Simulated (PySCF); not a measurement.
**B2H2F2 (SMILES BB(F)F): levels of theory compared**

Aim: a comparison of 3 runs (HF/pcseg-0, HF/pcseg-1, HF/pcseg-2) of B2H2F2. The job is set up through a Python script.

The calculation is run with PySCF 2.14.0.

## 1. The molecule

B2H2F2: 6 atoms, total charge 0, spin state singlet. As SMILES, `BB(F)F`. The coordinates come from a GFN2-xTB relaxation.

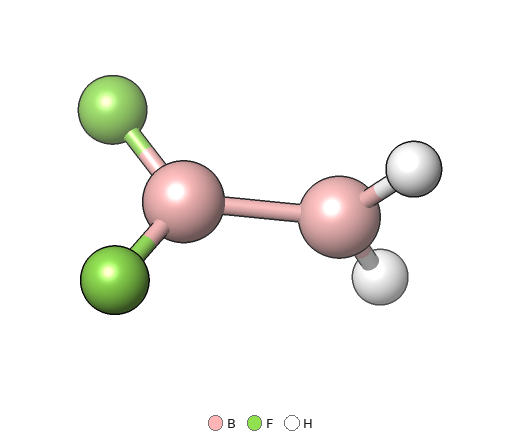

The structure, seen from a chosen angle (boron pink, fluorine green, hydrogen white).

## 2. The charge distribution at HF/pcseg-0 (run 1)

mol.xyz

```xyz
6

B     -0.384060     0.723310    -0.312960
B      0.345050    -0.650110     0.286370
F      0.646000    -1.713150    -0.448520
F      0.700630    -0.821130     1.551970
H     -1.545580     0.840870    -0.348270
H      0.237960     1.620200    -0.728600
```

calc.py

```python
import numpy
from pyscf import gto, scf, lo

mol = gto.M(
    atom='mol.xyz',
    charge=0,
    verbose=3,
    basis='pcseg-0',
    max_memory=1860,
)

mf = mol.RHF()
mf.conv_tol = 1e-10
mf.kernel()
if not mf.converged:
    mf = mf.newton().run(mf.mo_coeff, mf.mo_occ)

energy = mf.e_tot
print('E = %.10f Eh' % energy)
dip = mf.dip_moment()
pop, q = mf.mulliken_pop()
quad = mf.quad_moment()
occ = mf.mo_coeff[:, mf.mo_occ > 0]
iaos = lo.vec_lowdin(lo.iao.iao(mol, occ), mf.get_ovlp())
c = iaos.T @ mf.get_ovlp() @ occ
pop_iao, q_iao = scf.hf.mulliken_pop(lo.iao.reference_mol(mol), (c * mf.mo_occ[mf.mo_occ > 0]) @ c.T, numpy.eye(c.shape[0]), verbose=0)
print('IAO charges', numpy.round(q_iao, 4))
```

Run with:

```
OMP_NUM_THREADS=1 python calc.py
```

The log of the run:

```text
converged SCF energy = -248.778451876962
E = -248.7784518770 Eh
Dipole moment(X, Y, Z, Debye): -0.92565,  1.74132, -0.73984
 ** Mulliken pop  **
pop of  0 B 1s            1.98695
pop of  0 B 2s            0.82721
pop of  0 B 3s            0.15850
pop of  0 B 2px           0.53046
pop of  0 B 2py           0.46054
pop of  0 B 2pz           0.09412
pop of  0 B 3px           0.53902
pop of  0 B 3py           0.38300
pop of  0 B 3pz           0.08507
pop of  1 B 1s            1.98639
pop of  1 B 2s            0.68368
pop of  1 B 3s            0.08324
pop of  1 B 2px           0.19305
pop of  1 B 2py           0.42377
pop of  1 B 2pz           0.35003
pop of  1 B 3px           0.15614
pop of  1 B 3py           0.16230
pop of  1 B 3pz           0.05077
pop of  2 F 1s            1.98643
pop of  2 F 2s            1.02067
pop of  2 F 3s            0.95749
pop of  2 F 2px           0.81826
pop of  2 F 2py           0.77212
pop of  2 F 2pz           0.82739
pop of  2 F 3px           1.05043
pop of  2 F 3py           0.98966
pop of  2 F 3pz           1.02596
pop of  3 F 1s            1.98643
pop of  3 F 2s            1.02075
pop of  3 F 3s            0.95731
pop of  3 F 2px           0.81551
pop of  3 F 2py           0.85134
pop of  3 F 2pz           0.75114
pop of  3 F 3px           1.04806
pop of  3 F 3py           1.05161
pop of  3 F 3pz           0.96549
pop of  4 H 1s            0.60243
pop of  4 H 2s            0.37243
pop of  5 H 1s            0.60245
pop of  5 H 2s            0.37243
 ** Mulliken atomic charges  **
charge of    0B =     -0.06485
charge of    1B =      0.91063
charge of    2F =     -0.44840
charge of    3F =     -0.44764
charge of    4H =      0.02514
charge of    5H =      0.02512
Traceless quadrupole moment (Debye*A):

IAO charges [-0.049   0.7141 -0.357  -0.3562  0.024   0.024 ]
```

Run time: 0.89 s. Hardware: 1 thread of Arm Neoverse V1, shared host; peak memory 0.12 GiB.

Atomic charges (e):

| atom | Mulliken | IAO |
| --- | --- | --- |
| B1 | -0.065 | -0.049 |
| B2 | +0.911 | +0.714 |
| F3 | -0.448 | -0.357 |
| F4 | -0.448 | -0.356 |
| H5 | +0.025 | +0.024 |
| H6 | +0.025 | +0.024 |

## 3. The charge distribution at HF/pcseg-1 (run 2)

start.xyz

```xyz
6
B2F2H2
B     -0.384060     0.723310    -0.312960
B      0.345050    -0.650110     0.286370
F      0.646000    -1.713150    -0.448520
F      0.700630    -0.821130     1.551970
H     -1.545580     0.840870    -0.348270
H      0.237960     1.620200    -0.728600
```

job.py

```python
import numpy
from pyscf import gto, scf, lo

molecule = gto.M(
    atom='start.xyz',
    max_memory=1860,
    basis='pcseg-1',
    verbose=4,
)

mf = scf.RHF(molecule)
mf.conv_tol = 1e-10
mf.kernel()
if not mf.converged:
    mf = mf.newton().run(mf.mo_coeff, mf.mo_occ)

energy = mf.e_tot
print(f'total energy: {energy:.8f} hartree')
dip = mf.dip_moment()
pop, q = mf.mulliken_pop()
quad = mf.quad_moment()
occ = mf.mo_coeff[:, mf.mo_occ > 0]
iaos = lo.vec_lowdin(lo.iao.iao(molecule, occ), mf.get_ovlp())
c = iaos.T @ mf.get_ovlp() @ occ
pop_iao, q_iao = scf.hf.mulliken_pop(lo.iao.reference_mol(molecule), (c * mf.mo_occ[mf.mo_occ > 0]) @ c.T, numpy.eye(c.shape[0]), verbose=0)
print('IAO charges', numpy.round(q_iao, 4))
```

Run with:

```
OMP_NUM_THREADS=1 python job.py
```

The log of the run:

```text
PySCF version 2.14.0

[... 60 lines left out ...]
converged SCF energy = -249.426536624714
total energy: -249.42653662 hartree
Dipole moment(X, Y, Z, Debye): -0.81238,  1.52951, -0.64652
[... 37 lines left out ...]
pop of  2 F 3pz           0.66855
pop of  2 F 3dxy          0.00179
pop of  2 F 3dyz          0.00315
pop of  2 F 3dz^2         0.00115
pop of  2 F 3dxz          0.00097
pop of  2 F 3dx2-y2       0.00205
pop of  3 F 1s            1.99640
pop of  3 F 2s            0.94487
pop of  3 F 3s            0.96200
pop of  3 F 2px           1.15481
pop of  3 F 2py           1.20442
pop of  3 F 2pz           1.08904
pop of  3 F 3px           0.72176
pop of  3 F 3py           0.72359
pop of  3 F 3pz           0.55509
pop of  3 F 3dxy          0.00023
pop of  3 F 3dyz          0.00192
pop of  3 F 3dz^2         0.00405
pop of  3 F 3dxz          0.00267
pop of  3 F 3dx2-y2       0.00027
pop of  4 H 1s            0.79614
pop of  4 H 2s            0.20738
pop of  4 H 2px           0.00923
pop of  4 H 2py           0.00123
pop of  4 H 2pz           0.00024
pop of  5 H 1s            0.79615
pop of  5 H 2s            0.20737
pop of  5 H 2px           0.00344
pop of  5 H 2py           0.00598
pop of  5 H 2pz           0.00127
 ** Mulliken atomic charges  **
charge of    0B =     -0.01153
charge of    1B =      0.76372
charge of    2F =     -0.36266
charge of    3F =     -0.36111
charge of    4H =     -0.01421
charge of    5H =     -0.01421
Traceless quadrupole moment (Debye*A):

IAO charges [-0.0308  0.7546 -0.3759 -0.3751  0.0135  0.0136]
```

Run time: 1.2 s. Hardware: 1 thread of Arm Neoverse V1, shared host; peak memory 0.13 GiB.

Atomic charges (e):

| atom | Mulliken | IAO |
| --- | --- | --- |
| B1 | -0.011 | -0.031 |
| B2 | +0.764 | +0.755 |
| F3 | -0.363 | -0.376 |
| F4 | -0.361 | -0.375 |
| H5 | -0.014 | +0.013 |
| H6 | -0.014 | +0.014 |

## 4. Energy and one-electron properties at HF/pcseg-2 (run 3)

job.py

```python
import numpy
from pyscf import gto, scf, lo

mol = gto.M(
    atom='''
B     -0.384060     0.723310    -0.312960
B      0.345050    -0.650110     0.286370
F      0.646000    -1.713150    -0.448520
F      0.700630    -0.821130     1.551970
H     -1.545580     0.840870    -0.348270
H      0.237960     1.620200    -0.728600
''',
    charge=0,
    verbose=3,
    max_memory=1860,
    basis='pcseg-2',
)

myscf = scf.RHF(mol)
myscf.conv_tol = 1e-10
myscf.kernel()
if not myscf.converged:
    myscf = myscf.newton().run(myscf.mo_coeff, myscf.mo_occ)

etot = myscf.e_tot
print(f'total energy: {etot:.8f} hartree')
dip = myscf.dip_moment()
pop, q = myscf.mulliken_pop()
quad = myscf.quad_moment()
occ = myscf.mo_coeff[:, myscf.mo_occ > 0]
iaos = lo.vec_lowdin(lo.iao.iao(mol, occ), myscf.get_ovlp())
c = iaos.T @ myscf.get_ovlp() @ occ
pop_iao, q_iao = scf.hf.mulliken_pop(lo.iao.reference_mol(mol), (c * myscf.mo_occ[myscf.mo_occ > 0]) @ c.T, numpy.eye(c.shape[0]), verbose=0)
print('IAO charges', numpy.round(q_iao, 4))
```

Run with:

```
OMP_NUM_THREADS=1 python job.py
```

The log of the run:

```text
converged SCF energy = -249.5961246083
total energy: -249.59612461 hartree
Dipole moment(X, Y, Z, Debye): -0.78261,  1.47351, -0.62300
[... 119 lines left out ...]
pop of  3 F 4f+2          0.00008
pop of  3 F 4f+3          0.00000
pop of  4 H 1s            0.42411
pop of  4 H 2s            0.56122
pop of  4 H 3s            0.06792
pop of  4 H 2px           0.00301
pop of  4 H 2py           0.00041
pop of  4 H 2pz           0.00008
pop of  4 H 3px           0.01488
pop of  4 H 3py           0.00360
pop of  4 H 3pz           0.00073
pop of  4 H 3dxy          0.00026
pop of  4 H 3dyz          0.00000
pop of  4 H 3dz^2         0.00016
pop of  4 H 3dxz          0.00005
pop of  4 H 3dx2-y2       0.00056
pop of  5 H 1s            0.42412
pop of  5 H 2s            0.56124
pop of  5 H 3s            0.06775
pop of  5 H 2px           0.00118
pop of  5 H 2py           0.00192
pop of  5 H 2pz           0.00041
pop of  5 H 3px           0.00763
pop of  5 H 3py           0.00955
pop of  5 H 3pz           0.00203
pop of  5 H 3dxy          0.00046
pop of  5 H 3dyz          0.00016
pop of  5 H 3dz^2         0.00007
pop of  5 H 3dxz          0.00010
pop of  5 H 3dx2-y2       0.00025
 ** Mulliken atomic charges  **
charge of    0B =      0.27094
charge of    1B =      0.77064
charge of    2F =     -0.44428
charge of    3F =     -0.44343
charge of    4H =     -0.07701
charge of    5H =     -0.07686
Traceless quadrupole moment (Debye*A):

IAO charges [-0.0375  0.7793 -0.3855 -0.3847  0.0142  0.0142]
```

Wall time 7.5 s (1 thread of Arm Neoverse V1, shared host); peak memory 0.57 GiB.

Atomic charges (e):

| atom | Mulliken | IAO |
| --- | --- | --- |
| B1 | +0.271 | -0.037 |
| B2 | +0.771 | +0.779 |
| F3 | -0.444 | -0.386 |
| F4 | -0.443 | -0.385 |
| H5 | -0.077 | +0.014 |
| H6 | -0.077 | +0.014 |

## 5. The series

| run | level | energy (Eh) | dipole moment (D) | HOMO energy (eV) | LUMO energy (eV) | wall time |
| --- | --- | --- | --- | --- | --- | --- |
| 1 | HF/pcseg-0 | -248.778452 | 2.11 | -13.59 | 1.10 | 0.89 s |
| 2 | HF/pcseg-1 | -249.426537 | 1.85 | -13.42 | 1.15 | 1.2 s |
| 3 | HF/pcseg-2 | -249.596125 | 1.78 | -13.34 | 0.96 | 7.5 s |

## 6. Summary of results

| quantity | value |
| --- | --- |
| run 3: total energy | -249.59612 Eh |
| run 3: dipole moment | 1.78 D |
| run 3: HOMO energy | -13.34 eV |
| run 3: LUMO energy | 0.96 eV |
| run 3: HOMO–LUMO gap | 14.30 eV |

In words: The dipole moment (its size) runs from 1.78 D (HF/pcseg-2) to 2.11 D (HF/pcseg-0). The HOMO–LUMO gap runs from 14.30 eV (HF/pcseg-2) to 14.69 eV (HF/pcseg-0). All runs together took 9.6 s, the longest 7.5 s.
